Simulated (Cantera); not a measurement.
Charge: 1 mol C₃H₈, 0.52 mol H₂O, 24 mol H₂, at 2773 K.

Method: chemical equilibrium by Gibbs-energy minimisation in Cantera with the NASA 1993 tables (ideal gas, pure condensed phases). Candidate condensed phases: C, C₆H₆, C₇H₈, C₈H₁₈, H₂O; 110 gas species. The ideal-gas law is rough above about 30 bar. Equilibrium is a limit: real reactors are often held back by kinetics, nucleation or transport.

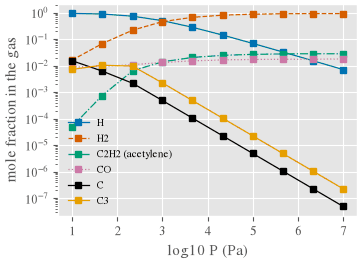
Fig. 1. Equilibrium gas composition (values under 1e-9 drawn at 1e-9)

From 10.0 Pa to 2.20 mbar nothing is condensed. From 10.0 mbar to 100 bar the condensed part is C(graphite). The main C-bearing gas is C₃ at 10.0 Pa and C₂H₂ (acetylene) at 100 bar.
